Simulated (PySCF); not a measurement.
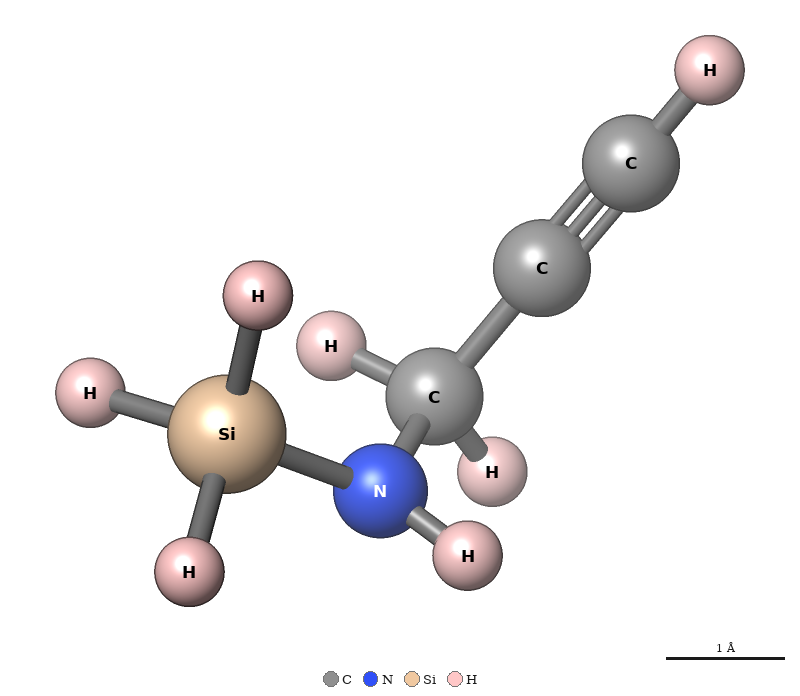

Depth is shown by fading: the farther an atom, the more it takes the colour of the background. The computed structure is the end point of a PBE0-D3(BJ)/def2-SVP optimisation. No frequency run is at hand to confirm it as a minimum. Masses are those of the most abundant isotopes; constants are for the rigid equilibrium geometry.

**What kind of rotor is it, and what are its rotational constants in cm⁻¹?**

An asymmetric top (C1): A = 0.310, B = 0.0663, C = 0.0589 cm⁻¹. Ray's parameter κ is −0.94, close to the prolate limit.
